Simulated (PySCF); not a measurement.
**BCl2F: single-point calculation**

BCl2F, multiplicity 3, computed with M06-L/6-311+G**, UKS (PySCF 2.14.0).

The geometry is that of the parent species in another charge or spin state. The geometry comes from this level: PBE0-D4/def2-TZVP.

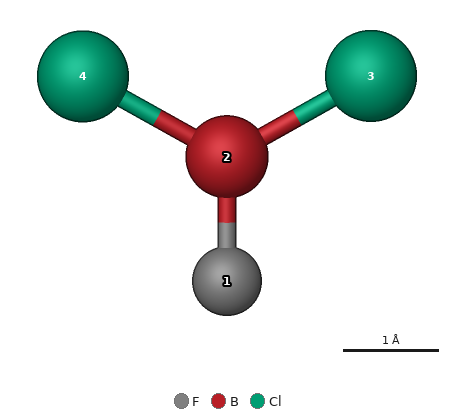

Figure 1. The structure as given in the input (ball-and-stick view, seen at a tilt; atoms are numbered from 1 in the order of the input).

Key numbers

```json
{"quantity": "outcome", "value": "converged"}
{"quantity": "total energy", "value": "−1045.020791 hartree"}
{"quantity": "basis functions", "value": "104"}
{"quantity": "⟨S²⟩", "value": "2.007"}
{"quantity": "dipole moment", "value": "1.61 D"}
{"quantity": "hardware", "value": "1 thread of Arm Neoverse V1, 24 GiB of memory available, shared host"}
{"quantity": "wall time", "value": "74 s"}
{"quantity": "peak memory", "value": "0.6 GiB"}
```

The record of the run, not the program, notes: logged alpha LUMO and gap are faulty.

Input (input.py)
```python
from pyscf import gto, dft

mol = gto.M(
    atom='F 0.114370 -1.165320 -0.781190; B 0.007910 -0.080610 -0.054040; Cl -1.549540 0.373780 0.571420; Cl 1.427260 0.872140 0.263810',
    basis='6-311+g**',
    verbose=4,
    spin=2,
    max_memory=1860,
)

ks = dft.UKS(mol, xc='m06-l')
ks.conv_tol = 1e-10
ks.grids.level = 5
ks.kernel()
if not ks.converged:
    ks = ks.newton().run(ks.mo_coeff, ks.mo_occ)

energy = ks.e_tot
print(f'total energy: {energy:.8f} hartree')
```

Launch command:
```bash
OMP_NUM_THREADS=1 python input.py
```

The program's output
```
PySCF version 2.14.0

[INPUT] num. atoms = 4
[INPUT] num. electrons = 48
[INPUT] charge = 0
[INPUT] spin (= nelec alpha-beta = 2S) = 2
[INPUT] symmetry False subgroup None
[INPUT] Mole.unit = angstrom
[INPUT] Symbol           X                Y                Z      unit          X                Y                Z       unit  Magmom
[INPUT]  1 F      0.114370000000  -1.165320000000  -0.781190000000 AA    0.216127976867  -2.202135647478  -1.476235151249 Bohr   0.0
[INPUT]  2 B      0.007910000000  -0.080610000000  -0.054040000000 AA    0.014947733645  -0.152330822901  -0.102120799771 Bohr   0.0
[INPUT]  3 Cl    -1.549540000000   0.373780000000   0.571420000000 AA   -2.928206219059   0.706341830840   1.079827302099 Bohr   0.0
[INPUT]  4 Cl     1.427260000000   0.872140000000   0.263810000000 AA    2.697130508547   1.648105742278   0.498528648922 Bohr   0.0

nuclear repulsion = 181.669072871547
number of shells = 48
number of NR pGTOs = 174
number of NR cGTOs = 104
basis = 6-311+g**
ecp = {}

******** <class 'pyscf.dft.uks.UKS'> ********
method = UKS
initial guess = minao
damping factor = 0
level_shift factor = 0
DIIS = <class 'pyscf.scf.diis.CDIIS'>
diis_start_cycle = 1
diis_space = 8
diis_damp = 0
SCF conv_tol = 1e-10
SCF conv_tol_grad = None
SCF max_cycles = 50
direct_scf = True
direct_scf_tol = 1e-13
number electrons alpha = 25  beta = 23
XC library pyscf.dft.libxc version 7.0.0
    S. Lehtola, C. Steigemann, M. J.T. Oliveira, and M. A.L. Marques.,  SoftwareX 7, 1–5 (2018)
XC functionals = m06-l
    Y. Zhao and D. G. Truhlar.,  Theor. Chem. Acc. 120, 215 (2008)
radial grids:
    Treutler-Ahlrichs [JCP 102, 346 (1995); DOI:10.1063/1.469408] (M4) radial grids

becke partition: Becke, JCP 88, 2547 (1988); DOI:10.1063/1.454033
pruning grids: <function nwchem_prune>
grids dens level: 5
symmetrized grids: False
atomic radii adjust function: <function treutler_atomic_radii_adjust>
small_rho_cutoff = 0
Set gradient conv threshold to 1e-05
tot grids = 173136
init E= -1045.63201814386
  alpha nocc = 25  HOMO = -0.0772041131720575  LUMO = -0.0127823998356256
  beta  nocc = 23  HOMO = -0.359259770569559  LUMO = -0.346191997504776

WARN: HOMO -0.0772041131720575 >= LUMO -0.346191997504776

cycle= 1 E= -1044.96783718565  delta_E= 0.664  |g|= 0.382  |ddm|= 1.91
  alpha nocc = 25  HOMO = -0.0171812900269673  LUMO = 0.0372629631295229
  beta  nocc = 23  HOMO = -0.224909441994468  LUMO = -0.208881898406847

WARN: HOMO -0.0171812900269673 >= LUMO -0.208881898406847

cycle= 2 E= -1044.33440361019  delta_E= 0.633  |g|= 1.22  |ddm|= 1.33
  alpha nocc = 25  HOMO = -0.0577600038521995  LUMO = 0.0114747424094882
  beta  nocc = 23  HOMO = -0.314056999552533  LUMO = -0.30152371803616

WARN: HOMO -0.0577600038521995 >= LUMO -0.30152371803616

cycle= 3 E= -1045.01263236129  delta_E= -0.678  |g|= 0.131  |ddm|= 1.18
  alpha nocc = 25  HOMO = -0.0761357763968037  LUMO = 0.00676833331667519
  beta  nocc = 23  HOMO = -0.336004477659332  LUMO = -0.318783785139293

WARN: HOMO -0.0761357763968037 >= LUMO -0.318783785139293

cycle= 4 E= -1045.01966823976  delta_E= -0.00704  |g|= 0.0447  |ddm|= 0.257
  alpha nocc = 25  HOMO = -0.064902537389811  LUMO = 0.0107451014073855
  beta  nocc = 23  HOMO = -0.330181827228273  LUMO = -0.313167045547137

WARN: HOMO -0.064902537389811 >= LUMO -0.313167045547137

cycle= 5 E= -1045.0206727229  delta_E= -0.001  |g|= 0.0156  |ddm|= 0.125
  alpha nocc = 25  HOMO = -0.0663568966604255  LUMO = 0.0104051310881207
  beta  nocc = 23  HOMO = -0.328440203534597  LUMO = -0.311568832097313

WARN: HOMO -0.0663568966604255 >= LUMO -0.311568832097313

cycle= 6 E= -1045.02074371356  delta_E= -7.1e-05  |g|= 0.00887  |ddm|= 0.0367
  alpha nocc = 25  HOMO = -0.0661543190038536  LUMO = 0.010892090684044
  beta  nocc = 23  HOMO = -0.329018980762581  LUMO = -0.312085399486875

WARN: HOMO -0.0661543190038536 >= LUMO -0.312085399486875

cycle= 7 E= -1045.02054253158  delta_E= 0.000201  |g|= 0.0176  |ddm|= 0.039
  alpha nocc = 25  HOMO = -0.0661261205376786  LUMO = 0.0109876146498404
  beta  nocc = 23  HOMO = -0.32922907117672  LUMO = -0.312227457145412

WARN: HOMO -0.0661261205376786 >= LUMO -0.312227457145412

cycle= 8 E= -1045.02078918531  delta_E= -0.000247  |g|= 0.00164  |ddm|= 0.0318
  alpha nocc = 25  HOMO = -0.0662352180090089  LUMO = 0.0110030289548961
  beta  nocc = 23  HOMO = -0.329308997133993  LUMO = -0.312274208331713

WARN: HOMO -0.0662352180090089 >= LUMO -0.312274208331713

cycle= 9 E= -1045.02079053069  delta_E= -1.35e-06  |g|= 0.000301  |ddm|= 0.00236
  alpha nocc = 25  HOMO = -0.0662115953917322  LUMO = 0.0110428162073351
  beta  nocc = 23  HOMO = -0.329310258294724  LUMO = -0.312276338575966

WARN: HOMO -0.0662115953917322 >= LUMO -0.312276338575966

cycle= 10 E= -1045.02079057898  delta_E= -4.83e-08  |g|= 6.93e-05  |ddm|= 0.000766
  alpha nocc = 25  HOMO = -0.0662134388889834  LUMO = 0.011044075892252
  beta  nocc = 23  HOMO = -0.329317947526159  LUMO = -0.312287039965983

WARN: HOMO -0.0662134388889834 >= LUMO -0.312287039965983

cycle= 11 E= -1045.02079058168  delta_E= -2.7e-09  |g|= 1.51e-05  |ddm|= 0.000158
  alpha nocc = 25  HOMO = -0.0662136035583603  LUMO = 0.0110451632825267
  beta  nocc = 23  HOMO = -0.329315073561359  LUMO = -0.312285057049319

WARN: HOMO -0.0662136035583603 >= LUMO -0.312285057049319

cycle= 12 E= -1045.0207905818  delta_E= -1.21e-10  |g|= 7.23e-06  |ddm|= 2.76e-05
  alpha nocc = 25  HOMO = -0.0662134240654904  LUMO = 0.0110460651780047
  beta  nocc = 23  HOMO = -0.32931557429899  LUMO = -0.312285358440309

WARN: HOMO -0.0662134240654904 >= LUMO -0.312285358440309

cycle= 13 E= -1045.02079058182  delta_E= -2.32e-11  |g|= 7.58e-07  |ddm|= 9.44e-06
  alpha nocc = 25  HOMO = -0.0662134230639144  LUMO = 0.0110461991710058
  beta  nocc = 23  HOMO = -0.329315720706832  LUMO = -0.312285439393126
```

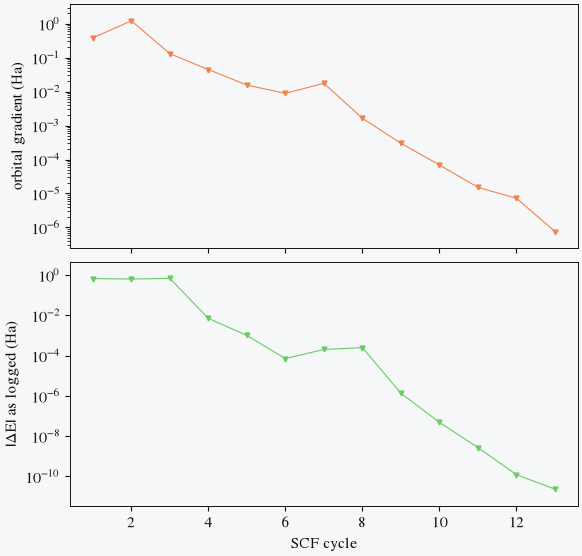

Figure 2. Convergence of the self-consistent field: orbital gradient and size of the energy change against the SCF cycle. The residual comes down, with one marked jump up, by a factor of about 3, at step 2.

```
WARN: HOMO -0.0662134230639144 >= LUMO -0.312285439393126

Extra cycle  E= -1045.02079058182  delta_E=    0  |g|= 1.54e-06  |ddm|= 4.21e-06
converged SCF energy = -1045.02079058182  <S^2> = 2.0066527  2S+1 = 3.0044318
total energy: -1045.02079058 hartree
```
